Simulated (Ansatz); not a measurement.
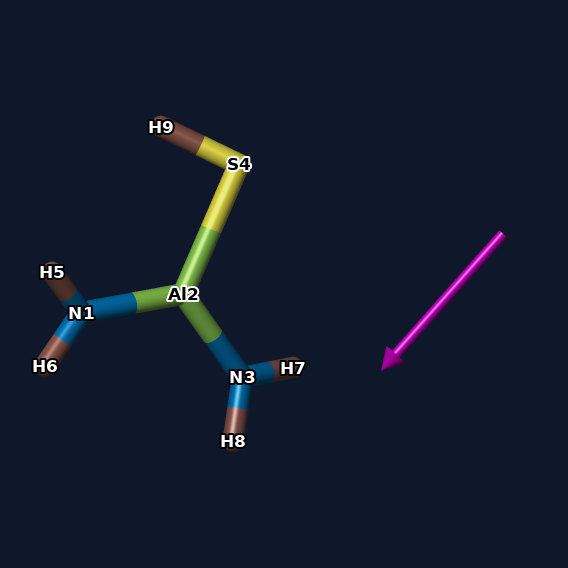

The arrow beside the molecule shows the direction of the dipole moment, from the negative to the positive end (its length means nothing). Computed geometry: PBE-D4/def2-SVP optimisation. No frequency run is at hand to confirm it as a minimum. Level of theory: RKS PBE-D4/def2-SVP (Ansatz 0.2.0).

### Estimate the dipole moment.

2.35 D; it points from the side of S4 to the side of H6 (the outermost atoms at the two ends).
